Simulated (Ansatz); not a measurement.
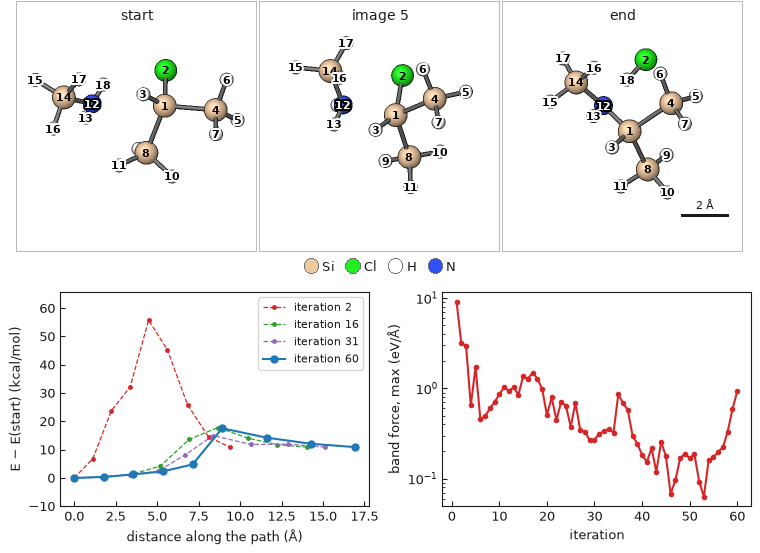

A search for the minimum-energy path of Si$_{4}$NH$_{12}$Cl, made up of Si$_{3}$H$_{7}$Cl and SiNH₅ by the nudged elastic band. Images are numbered from 0 (start) to 8 (end). The plot follows the band through its iterations. The picture is a ball-and-stick view, seen at a tilt.

These are results of RKS PBE0/6-31G* (Ansatz), not measurements. Settings: 7 movable images; climbing image; force threshold 0.03 eV/Å; iteration limit 60; starting path through a guess of the saddle point.

Q: Judge this run.

A: The result isn't final. The band hadn't converged when the run stopped after 60 iterations. The largest component of the band force went from 9.2 to 0.93 eV/Å. The barrier read from it is provisional: over the last two iterations the highest image moved from 15.7 kcal/mol to 17.5 kcal/mol. The first iteration put the highest image at 102.6 kcal/mol. The highest point, image 5, lies 17.5 kcal/mol above the start and 6.6 kcal/mol above the end; the end is at +10.9 kcal/mol relative to the start.

Limits of the set-up: the start holds two separate molecules, 2.6 Å apart at their closest, whose relative position is a soft coordinate and is computed without a dispersion correction.

Cost: 27 min on 4 threads of Arm Neoverse V1, with other jobs on the host, peak memory 0.42 GiB.
